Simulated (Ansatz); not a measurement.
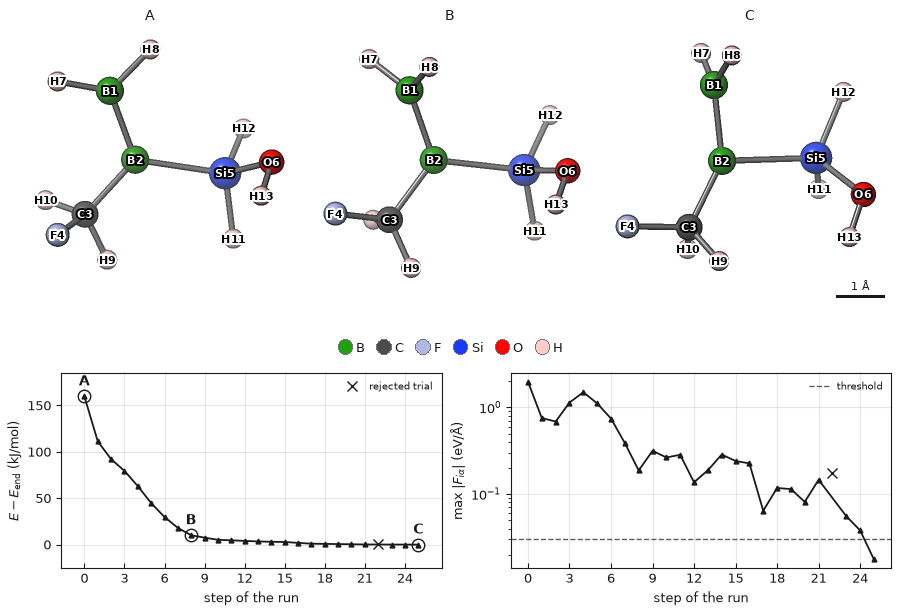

Frames of a relaxation of CH₇B₂FOSi (coarse preliminary run), marked on the history of the run. A ball-and-stick model, seen at a tilt.

The start comes from a force field.

Theory: RKS PBE-D4/def2-SVP (Ansatz). Set-up: force threshold 0.03 eV/Å; at most 200 steps.

Q: What happens along the run?

A: The atom that moves furthest after the best rigid fit is H7 (1.88 Å). Largest moves by element: H 1.88 Å, O 0.76 Å, F 0.67 Å, C 0.59 Å, Si 0.37 Å, B 0.33 Å. Among the contacts that change: B2–Si5 1.956 → 2.072 Å, B1–H7 1.151 → 1.223 Å, Si5–H12 1.429 → 1.499 Å, Si5–H11 1.454 → 1.514 Å. Bond angles that change, for instance: B1–B2–C3 118.1° → 146.2°, B1–B2–Si5 121.2° → 95.4°, Si5–O6–H13 107.4° → 114.9°. Groups turn about B1–B2 by about 90°, B2–Si5 by about 60°, B2–C3 by about 55°. The energy falls by 159.7 kJ/mol in 24 accepted moves (25 points after the start). The largest force component goes from 2 to 0.018 eV/Å. The line search rejected the trial step at point 22 of the run. From step 0 to 8: H8 moves most (1.09 Å), energy −149.7 kJ/mol. From step 8 to 25: H atoms move most (1.02 Å), energy −10.1 kJ/mol.

```json
{"step": "0", "E − E(0), kJ/mol": "0.00", "largest force component, eV/Å": "1.9866", "note": ""}
{"step": "1", "E − E(0), kJ/mol": "-48.36", "largest force component, eV/Å": "0.7553", "note": ""}
{"step": "2", "E − E(0), kJ/mol": "-67.64", "largest force component, eV/Å": "0.6876", "note": ""}
{"step": "3", "E − E(0), kJ/mol": "-80.24", "largest force component, eV/Å": "1.1397", "note": ""}
{"step": "4", "E − E(0), kJ/mol": "-96.68", "largest force component, eV/Å": "1.4980", "note": ""}
{"step": "5", "E − E(0), kJ/mol": "-114.98", "largest force component, eV/Å": "1.1147", "note": ""}
{"step": "6", "E − E(0), kJ/mol": "-130.02", "largest force component, eV/Å": "0.7451", "note": ""}
{"step": "7", "E − E(0), kJ/mol": "-141.71", "largest force component, eV/Å": "0.3889", "note": ""}
{"step": "8", "E − E(0), kJ/mol": "-149.67", "largest force component, eV/Å": "0.1875", "note": ""}
{"step": "9", "E − E(0), kJ/mol": "-152.23", "largest force component, eV/Å": "0.3158", "note": ""}
{"step": "10", "E − E(0), kJ/mol": "-154.54", "largest force component, eV/Å": "0.2649", "note": ""}
{"step": "11", "E − E(0), kJ/mol": "-155.11", "largest force component, eV/Å": "0.2839", "note": ""}
{"step": "12", "E − E(0), kJ/mol": "-155.70", "largest force component, eV/Å": "0.1368", "note": ""}
{"step": "13", "E − E(0), kJ/mol": "-156.31", "largest force component, eV/Å": "0.1883", "note": ""}
{"step": "14", "E − E(0), kJ/mol": "-156.66", "largest force component, eV/Å": "0.2860", "note": ""}
{"step": "15", "E − E(0), kJ/mol": "-156.89", "largest force component, eV/Å": "0.2410", "note": ""}
{"step": "16", "E − E(0), kJ/mol": "-157.87", "largest force component, eV/Å": "0.2264", "note": ""}
{"step": "17", "E − E(0), kJ/mol": "-158.73", "largest force component, eV/Å": "0.0643", "note": ""}
{"step": "18", "E − E(0), kJ/mol": "-158.95", "largest force component, eV/Å": "0.1175", "note": ""}
{"step": "19", "E − E(0), kJ/mol": "-159.14", "largest force component, eV/Å": "0.1142", "note": ""}
{"step": "20", "E − E(0), kJ/mol": "-159.34", "largest force component, eV/Å": "0.0813", "note": ""}
{"step": "21", "E − E(0), kJ/mol": "-159.56", "largest force component, eV/Å": "0.1463", "note": ""}
{"step": "22", "E − E(0), kJ/mol": "-159.49", "largest force component, eV/Å": "0.1754", "note": "rejected"}
{"step": "23", "E − E(0), kJ/mol": "-159.67", "largest force component, eV/Å": "0.0556", "note": ""}
{"step": "24", "E − E(0), kJ/mol": "-159.68", "largest force component, eV/Å": "0.0381", "note": ""}
{"step": "25", "E − E(0), kJ/mol": "-159.74", "largest force component, eV/Å": "0.0176", "note": ""}
```
